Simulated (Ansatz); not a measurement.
# singlet NO+ at 6 levels

We compute a comparison of 6 runs (HF/def2-TZVPPD, B3LYP/def2-TZVPPD, HSE06/def2-TZVPPD, PBE/def2-TZVPPD, RPA@PBE/def2-TZVPPD, CCSD(T)/def2-TZVPPD) of singlet NO+. 

The results are computed with Ansatz 0.2.0.

37 further runs of the same task are left out: 37 set aside as unsound or not needed.

### 1 The structure to begin with

NO+: 2 atoms, total charge +1, spin state singlet. As SMILES of the parent species, `[N]=O`. The shape is that of a PBE0-D4/def2-TZVP optimisation. That shape belongs to the parent species and isn't relaxed for this state.

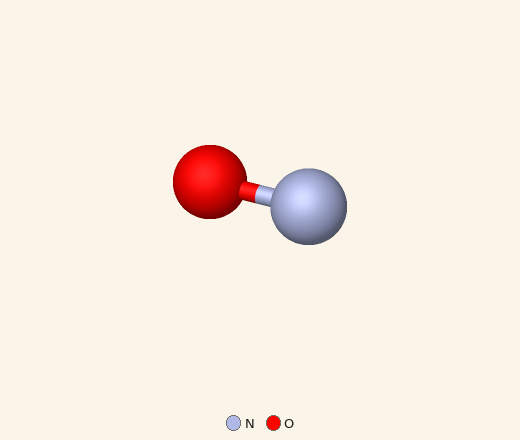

Viewed from a chosen angle; nitrogen light blue, oxygen red.

### 2 A single-point energy at HF/def2-TZVPPD (run 1)

The input, job.yaml:

```yaml
crystal:
  periodic: [false, false, false]
  atoms:
    - {symbol: N, position_ang: [-0.483620, 0.177030, -0.243990]}
    - {symbol: O, position_ang: [0.483620, -0.177030, 0.243990]}
basis:
  gaussian: {orbitals: def2-TZVPPD.json}
total_charge: 1
hamiltonian: {xc: hf}
accuracy: high
output: {orbitals: {seedname: orbitals}}
```

The basis set def2-TZVPPD is read from a file made from the Basis Set Exchange's data (not shown).

The run is started by

```sh
$ ansatz run job.yaml --threads 1 --pin off --max-ram 3480MiB --events-out events.jsonl --progress --plain --runs-dir runs
```

Output:

```text
Warning: RAYON_NUM_THREADS=1 ignored (pool sized by the plan → 1); use --threads N
Functional definition: HF
  name "HF"
  exchange = exact_x
  correlation = 0
1070 factors; integrals over basis functions are off by at most 3.5e-9 eV
mean field evaluation 1: about -3505.7280 eV, gradient 4.2e1 eV
mean field evaluation 2: about -3505.7307 eV, gradient 4.2e1 eV
mean field evaluation 4: about -3508.5186 eV, gradient 2.3e0 eV
mean field evaluation 8: about -3508.5336 eV, gradient 2.0e-5 eV
mean field -3508.53360298 eV, -128.9362317401 hartree, gradient 5.9e-8 eV, S^2 0.000000; 0 other end points of the search recorded, 0 dependent functions left out
reference -3508.53360298 eV, -128.9362317401 hartree; 7, 7 occupied and 70, 70 virtual orbitals, 1070 factors
Total energy: -3508.53360298 eV, -128.9362317401 hartree
```

Wall time 0.68 s (1 thread of Arm Neoverse V1, shared host); peak memory 0.11 GiB.

### 3 A single-point energy at B3LYP/def2-TZVPPD (run 2)

The input, in.yaml:

```yaml
crystal:
  periodic: [false, false, false]
  atoms:
    - symbol: "N"
      position_ang: [-0.483620, 0.177030, -0.243990]
    - symbol: O
      position_ang: [0.483620, -0.177030, 0.243990]
basis:
  gaussian: {orbitals: def2-TZVPPD.json}
total_charge: 1
hamiltonian: {xc: {name: B3LYP}}
accuracy: high
output: {orbitals: {seedname: orbitals}}
```

The basis set def2-TZVPPD is read from a file made from the Basis Set Exchange's data (not shown).

The run is started by

```sh
$ ansatz run in.yaml --threads 1 --pin off --max-ram 3480MiB --events-out events.jsonl --progress --plain --runs-dir runs
```

Output:

```text
Warning: RAYON_NUM_THREADS=1 ignored (pool sized by the plan → 1); use --threads N
Functional definition: B3LYP
  name "B3LYP"
  parameter a0 = 0.2
  parameter ax = 0.72
  parameter ac = 0.81
  exchange = (1 - a0 - ax)*slater_x + ax*b88_x + a0*exact_x
  correlation = (1 - ac)*vwn_rpa_c + ac*lyp_c
1070 factors; integrals over basis functions are off by at most 3.5e-9 eV
mean field evaluation 1: about -3520.1959 eV, gradient 6.4e1 eV
mean field evaluation 2: about -3482.9757 eV, gradient 1.5e2 eV
mean field evaluation 4: about -3525.9088 eV, gradient 2.4e0 eV
mean field evaluation 8: about -3525.9180 eV, gradient 1.6e-2 eV
mean field evaluation 16: about -3525.9180 eV, gradient 7.6e-8 eV
mean field -3525.91801099 eV, -129.5750969510 hartree, gradient 6.9e-9 eV, S^2 0.000000; 0 other end points of the search recorded, 0 dependent functions left out
reference -3525.91803229 eV, -129.5750977337 hartree; 7, 7 occupied and 70, 70 virtual orbitals, 1070 factors
Total energy: -3525.91803229 eV, -129.5750977337 hartree
```

Run time: 1.8 s. Hardware: 1 thread of Arm Neoverse V1, shared host; peak memory 0.13 GiB.

Run 3 isn't shown in full; the table further down has it.

### 4 The energy at PBE/def2-TZVPPD (run 4)

The input, job.yaml:

```yaml
crystal:
  periodic: [false, false, false]
  atoms:
    - {symbol: "N", position_ang: [-0.483620, 0.177030, -0.243990]}
    - {symbol: O, position_ang: [0.483620, -0.177030, 0.243990]}
basis:
  gaussian:
    orbitals: def2-TZVPPD.json
total_charge: 1
magnetization:
  spin_polarized: false
hamiltonian:
  xc: {name: PBE}
accuracy: high
output: {orbitals: {seedname: orbitals}}
```

The basis set def2-TZVPPD is read from a file made from the Basis Set Exchange's data (not shown).

The run is started by

```sh
$ ansatz run job.yaml --threads 1 --pin off --max-ram 3480MiB --events-out events.jsonl --progress --plain --runs-dir runs
```

Output:

```text
Warning: RAYON_NUM_THREADS=1 ignored (pool sized by the plan → 1); use --threads N
Functional definition: PBE
  name "PBE"
  parameter kappa = 0.804
  parameter beta = 0.06672455060314922
  exchange = pbe_x(kappa = kappa, mu = beta*pi^2/3)
  correlation = pbe_c(beta = beta)
1070 factors; integrals over basis functions are off by at most 3.5e-9 eV
mean field evaluation 1: about -3516.1605 eV, gradient 6.8e1 eV
mean field evaluation 2: about -3459.9202 eV, gradient 1.8e2 eV
mean field evaluation 4: about -3522.6381 eV, gradient 6.7e0 eV
mean field evaluation 8: about -3522.7031 eV, gradient 6.6e-1 eV
mean field evaluation 16: about -3522.7038 eV, gradient 5.8e-7 eV
mean field -3522.70375280 eV, -129.4569751409 hartree, gradient 5.5e-9 eV, S^2 0.000000; 0 other end points of the search recorded, 0 dependent functions left out
reference -3522.70375439 eV, -129.4569751995 hartree; 7, 7 occupied and 70, 70 virtual orbitals, 1070 factors
Total energy: -3522.70375439 eV, -129.4569751995 hartree
```

Wall time 1.4 s (1 thread of Arm Neoverse V1, shared host); peak memory 0.12 GiB.

Run 5 isn't shown in full; the table further down has it.

### 5 A single-point energy at CCSD(T)/def2-TZVPPD (run 6)

The input, molecule.yaml:

```yaml
crystal:
  periodic: [false, false, false]
  atoms:
    - {symbol: "N", position_ang: [-0.483620, 0.177030, -0.243990]}
    - {symbol: O, position_ang: [0.483620, -0.177030, 0.243990]}
basis:
  gaussian: {orbitals: def2-TZVPPD.json}
scf: {omitted_lower_state_checks: [cluster_reference, increment]}
total_charge: 1
correlation: {method: ccsd_t, frozen_orbitals: {"N": 1, O: 1}}
accuracy: high
```

The basis set def2-TZVPPD is read from a file made from the Basis Set Exchange's data (not shown).

The run is started by

```sh
$ ansatz run molecule.yaml --threads 1 --pin off --max-ram 3480MiB --events-out events.jsonl --progress --plain --runs-dir runs
```

Output, shortened:

```text
Warning: RAYON_NUM_THREADS=1 ignored (pool sized by the plan → 1); use --threads N
Functional definition: HF
  name "HF"
[...]
1070 factors; integrals over basis functions are off by at most 3.5e-9 eV
[...]
mean field -3508.53360298 eV, -128.9362317401 hartree, gradient 5.9e-8 eV, S^2 0.000000; 0 other end points of the search recorded, 0 dependent functions left out; unrestricted orbitals would lower it
2 core orbitals not correlated: weight in the atoms' cores, before any rotation towards them, 1.000 or more for the frozen orbitals, at most 0.000 for the correlated occupied ones
reference -3508.53360298 eV, -128.9362317401 hartree; 5, 5 occupied and 70, 70 virtual orbitals, 1070 factors
second order -11.79203502 eV of doubles, -0.00000000 eV of singles
cycle   1  -10.56597386 eV  change     1.2e0 eV  update   1.4e-1
[...]
cycle  21  -11.34565720 eV  change  -4.5e-10 eV  update  9.2e-11
perturbative correction -0.64630562 eV, -0.0237512936 hartree
Total energy: -3520.52556581 eV, -129.3769282455 hartree
Checks for a lower state left out: cluster_reference, increment
```

Run time: 2.3 s. Hardware: 1 thread of Arm Neoverse V1, shared host; peak memory 0.29 GiB.

### 6 The series

```csv
run,level,frozen core orbitals,energy (Eh),HOMO energy (eV),LUMO energy (eV),HOMO–LUMO gap (eV),wall time
1,HF/def2-TZVPPD,–,-128.936232,-29.99,-8.65,21.34,0.68 s
2,B3LYP/def2-TZVPPD,–,-129.575098,-24.86,-14.34,10.51,1.8 s
3,HSE06/def2-TZVPPD,–,-129.432035,-24.73,-14.32,10.41,1.6 s
4,PBE/def2-TZVPPD,–,-129.456975,-23.00,-15.36,7.64,1.4 s
5,RPA@PBE/def2-TZVPPD,2,-129.538894,–,–,–,2.4 s
6,CCSD(T)/def2-TZVPPD,2,-129.376928,–,–,–,2.3 s
```

### 7 Summary of results

| quantity | value |
| --- | --- |
| run 6: total energy | -129.37693 Eh |
| run 6: correlation energy (2 core orbitals frozen) | -440.7 mEh |
| run 6: (T) correction | -23.75 mEh |
| run 6: T1 diagnostic | 0.022 |

In words: Over runs 1, 2, 3, 4 the HOMO–LUMO gap runs from 7.64 eV (PBE/def2-TZVPPD) to 21.34 eV (HF/def2-TZVPPD). Exact exchange widens orbital gaps. Totals of different functionals can't be ranked against each other. In run 6 the log says that unrestricted orbitals would lower the reference, so the values rest on an unstable closed-shell determinant (other closed-shell runs at this shape may share the fault). All runs together took 10 s, the longest 2.4 s.
